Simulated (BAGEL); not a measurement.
**HS− (hydrosulfide): MRCI(8,5)/6-31G(d) (density fitting with qzvpp-jkfit, spherical functions)**

What is the energy change on altering one bond length of HS− (hydrosulfide) at MRCI(8,5)/6-31G* (density fitting with qzvpp-jkfit, spherical functions)? 

Program for the calculation: BAGEL 1.2.2.

1 further run of the same task is left out (set aside as unsound or not needed). Runs told in other sessions of the task aren't counted.

## Step 1: The system as given

HS−: 2 atoms, total charge -1, spin state singlet. As SMILES, `[SH-]`. The shape is that of a PBE0-D4/def2-TZVPD optimisation.

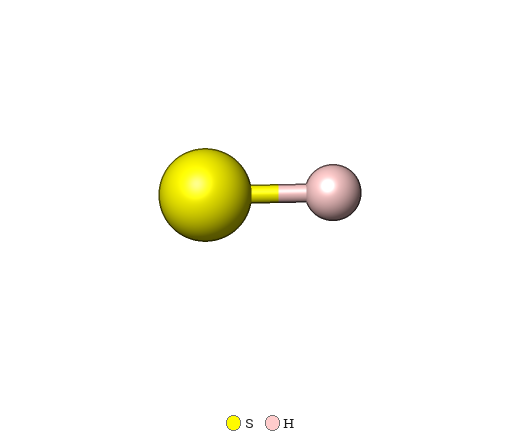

The structure, seen from a chosen angle (sulfur yellow, hydrogen pink).

## Step 2: The energy at MRCI(8,5)/6-31G(d) (density fitting with qzvpp-jkfit, spherical functions)

input.json

```json
{ "bagel" : [

{
  "title" : "molecule",
  "basis" : "6-31gs.json",
  "df_basis" : "qzvpp-jkfit",
  "angstrom" : true,
  "geometry" : [
    { "atom" : "S", "xyz" : [    0.574700,   -0.187900,    0.295500 ] },
    { "atom" : "H", "xyz" : [   -0.574700,    0.187900,   -0.295500 ] }
  ]
},
{ "title" : "hf", "charge" : -1 },
{ "title" : "casscf", "nstate" : 1, "nact" : 5, "nclosed" : 5, "charge" : -1, "maxiter" : 200, "natocc" : true },
{ "title" : "print", "file" : "orbitals.molden", "orbitals" : true },
{ "title" : "smith", "method" : "mrci", "ncore" : 5 }

]}
```

The basis set 6-31G* is read from a file made from the Basis Set Exchange's data (not shown).

On the command line:

```sh
$ BAGEL_NUM_THREADS=1 BAGEL input.json > input.out
```

The program printed:

```text
* using 1 threads per process

  ===============================================================
  ===============================================================

  *** Geometry ***

  { "atom" : "S", "xyz" : [      1.086026,     -0.355080,      0.558414 ] },
  { "atom" : "H", "xyz" : [     -1.086026,      0.355080,     -0.558414 ] },

  Number of auxiliary basis functions:      146

  Since a DF basis is specified, we compute 2- and 3-index integrals:
    o Being stored without compression. Storage requirement is 0.000 GB

  Number of basis functions:       20
  Number of electrons      :       17

    * METHOD: MOLECULE                             0.01

  *** RHF ***

  === Nuclear Repulsion ===
     6.2905225436

      * DIIS with orbital gradients will be used.

  === RHF iteration (6-31gs.json) ===
      0       -398.04173860          0.02337186           0.00
      1       -398.08693680          0.00660288           0.00
      2       -398.09167642          0.00139127           0.00
      3       -398.09183036          0.00015891           0.00
      4       -398.09183235          0.00002840           0.00
      5       -398.09183240          0.00000651           0.00
      6       -398.09183241          0.00000084           0.00
      7       -398.09183241          0.00000010           0.00
      8       -398.09183241          0.00000002           0.00
      9       -398.09183241          0.00000000           0.00
    * SCF iteration converged.

    * Permanent dipole moment:
           (    0.304413,    -0.099529,     0.156524) a.u.

    * METHOD: HF                                   0.02

  ---------------------------
      CASSCF calculation
  ---------------------------

    * nstate   :      1
    * nclosed  :      5
    * nact     :      5
    * nvirt    :     10
  === CASSCF iteration (6-31gs.json) ===

    * Using the second-order algorithm

      0  0      -398.09914906     2.80e-03      0.00

      1  0      -398.10825406     1.72e-03      0.00

      2  0      -398.10894491     3.09e-04      0.00

      3  0      -398.10897465     9.61e-05      0.00

      4  0      -398.10898026     5.06e-05      0.00

      5  0      -398.10898160     2.63e-05      0.00

      6  0      -398.10898193     1.32e-05      0.00

      7  0      -398.10898201     6.58e-06      0.00

      8  0      -398.10898203     3.25e-06      0.00

      9  0      -398.10898203     1.59e-06      0.00

     10  0      -398.10898203     7.82e-07      0.00

     11  0      -398.10898203     3.83e-07      0.00

     12  0      -398.10898203     1.88e-07      0.00

     13  0      -398.10898203     9.17e-08      0.00

     14  0      -398.10898203     4.49e-08      0.00

     15  0      -398.10898203     2.20e-08      0.00

     16  0      -398.10898203     1.08e-08      0.00

     17  0      -398.10898203     5.37e-09      0.00

    * Second-order optimization converged. *

     guess   0:   closed 1111.                open .....

  === FCI iteration ===

      0  0      -398.09159429     3.09e-02      0.00
      1  0      -398.10876547     3.27e-03      0.00
      2  0      -398.10897806     4.30e-04      0.00
      3  0      -398.10898197     5.68e-05      0.00
      4  0      -398.10898203     5.68e-06      0.00
      5  0      -398.10898203     5.56e-07      0.00
      6  0 *    -398.10898203     4.99e-15      0.00

     * ci vector, state   0, <S^2> = 0.0000
       2222.     0.9934709295
       222.2    -0.1103429137

    * METHOD: CASSCF                               0.07

    * METHOD: PRINT                                0.00

  === SMITH program ===

    * freezing 5 orbitals
    * XMS rotation is only appropriate for CASPT2, and will not be used with mrci

    * Approximate memory requirement for SMITH calulation per MPI process:
      o Storage requirement for T-amplitude, lambda, and residual is 0.00 GB
      o Storage requirement for MO integrals is 0.00 GB
    * Calculating and saving rdm4

    * Zeroth order energy : state  0       -1.9560734583

      ---- iteration ----

        0   0  -398.22027153     0.02344431      0.25
        1   0  -398.22258616     0.00524196      0.18
        2   0  -398.22269856     0.00105578      0.18
        3   0  -398.22270425     0.00027944      0.19
        4   0  -398.22270469     0.00007110      0.18
        5   0  -398.22270471     0.00001936      0.18
        6   0  -398.22270472     0.00000447      0.19
        7   0  -398.22270472     0.00000087      0.19

      -------------------

        0   0  -398.22860377     0.00000000      0.00

    * METHOD: SMITH                                1.59

  ===============================================================
```

It took 1.9 s on 1 thread of Intel Xeon 6975P-C (Granite Rapids), shared host.

## Step 3: The distorted shape

mrci.json

```json
{ "bagel" : [

{
  "title" : "molecule",
  "basis" : "6-31gs.json",
  "df_basis" : "qzvpp-jkfit",
  "angstrom" : true,
  "geometry" : [
    { "atom" : "S", "xyz" : [    0.919557,   -0.300652,    0.472819 ] },
    { "atom" : "H", "xyz" : [   -0.574700,    0.187900,   -0.295500 ] }
  ]
},
{
  "title" : "hf",
  "charge" : -1
},
{
  "title" : "casscf",
  "nstate" : 1,
  "nact" : 5,
  "nclosed" : 5,
  "charge" : -1,
  "maxiter" : 200,
  "natocc" : true
},
{
  "title" : "print",
  "file" : "orbitals.molden",
  "orbitals" : true
},
{
  "title" : "smith",
  "method" : "mrci",
  "ncore" : 5
}

]}
```

The basis set 6-31G* is read from a file made from the Basis Set Exchange's data (not shown).

On the command line:

```sh
$ BAGEL_NUM_THREADS=1 BAGEL mrci.json > mrci.out
```

The program printed:

```text
* using 1 threads per process

  ===============================================================
  ===============================================================

  *** Geometry ***

  { "atom" : "S", "xyz" : [      1.737711,     -0.568150,      0.893498 ] },
  { "atom" : "H", "xyz" : [     -1.086026,      0.355080,     -0.558414 ] },

  Number of auxiliary basis functions:      146

  Since a DF basis is specified, we compute 2- and 3-index integrals:
    o Being stored without compression. Storage requirement is 0.000 GB

  Number of basis functions:       20
  Number of electrons      :       17

    * METHOD: MOLECULE                             0.02

  *** RHF ***

  === Nuclear Repulsion ===
     4.8387437828

      * DIIS with orbital gradients will be used.

  === RHF iteration (6-31gs.json) ===
      0       -397.98337315          0.02848215           0.00
      1       -398.03920610          0.00944785           0.00
      2       -398.04914079          0.00173625           0.00
      3       -398.04941833          0.00018920           0.00
      4       -398.04942380          0.00003627           0.00
      5       -398.04942401          0.00000392           0.00
      6       -398.04942401          0.00000090           0.00
      7       -398.04942401          0.00000014           0.00
      8       -398.04942401          0.00000003           0.00
      9       -398.04942401          0.00000001           0.00
    * SCF iteration converged.

    * Permanent dipole moment:
           (   -0.080689,     0.026381,    -0.041489) a.u.

    * METHOD: HF                                   0.04

  ---------------------------
      CASSCF calculation
  ---------------------------

    * nstate   :      1
    * nclosed  :      5
    * nact     :      5
    * nvirt    :     10
  === CASSCF iteration (6-31gs.json) ===

    * Using the second-order algorithm

      0  0      -398.06920955     6.08e-03      0.00

      1  0      -398.07991338     1.48e-03      0.01

      2  0      -398.08008804     3.19e-04      0.01

      3  0      -398.08009113     6.90e-05      0.01

      4  0      -398.08009123     1.46e-05      0.00

      5  0      -398.08009123     3.02e-06      0.00

      6  0      -398.08009123     6.22e-07      0.00

      7  0      -398.08009123     1.28e-07      0.00

      8  0      -398.08009123     2.61e-08      0.00

      9  0      -398.08009123     5.35e-09      0.00

    * Second-order optimization converged. *

     guess   0:   closed 1111.                open .....

  === FCI iteration ===

      0  0      -398.04844691     3.16e-02      0.00
      1  0      -398.07966586     3.70e-03      0.00
      2  0      -398.08007825     6.83e-04      0.00
      3  0      -398.08009104     8.90e-05      0.00
      4  0      -398.08009123     4.77e-06      0.00
      5  0      -398.08009123     1.43e-06      0.00
      6  0 *    -398.08009123     5.51e-15      0.00

     * ci vector, state   0, <S^2> = -0.0000
       2222.    -0.9791104729
       222.2     0.2001310183

    * METHOD: CASSCF                               0.05

    * METHOD: PRINT                                0.00

  === SMITH program ===

    * freezing 5 orbitals
    * XMS rotation is only appropriate for CASPT2, and will not be used with mrci

    * Approximate memory requirement for SMITH calulation per MPI process:
      o Storage requirement for T-amplitude, lambda, and residual is 0.00 GB
      o Storage requirement for MO integrals is 0.00 GB
    * Calculating and saving rdm4

    * Zeroth order energy : state  0       -1.7750935074

      ---- iteration ----

        0   0  -398.18841024     0.02248644      0.18
        1   0  -398.19054792     0.00517481      0.18
        2   0  -398.19066140     0.00099588      0.18
        3   0  -398.19066639     0.00024496      0.18
        4   0  -398.19066678     0.00006655      0.18
        5   0  -398.19066681     0.00002002      0.18
        6   0  -398.19066681     0.00000487      0.18
        7   0  -398.19066681     0.00000100      0.18

      -------------------

        0   0  -398.19640098     0.00000000      0.00

    * METHOD: SMITH                                1.47

  ===============================================================
```

It took 1.8 s on 1 thread of Intel Xeon 6975P-C (Granite Rapids), shared host.

## Step 4: Summary of results

Level: MRCI(8,5)/6-31G* (density fitting with qzvpp-jkfit, spherical functions), 5 core orbitals frozen.

```
                                                         quantity          value
                                        first shape: total energy  -398.22270 Eh
                                    distorted shape: total energy  -398.19067 Eh
energy change with the S1–H2 bond stretched from 1.346 to 1.750 Å       0.872 eV
```

**Reading.** With the S1–H2 bond stretched from 1.346 to 1.750 Å the energy rises by 0.87 eV (84.1 kJ/mol). The first shape isn't relaxed at this level, so the change isn't measured from a minimum. With the Davidson correction the energy (first shape) is -398.22860 Eh. With the Davidson correction the energy (distorted shape) is -398.19640 Eh.
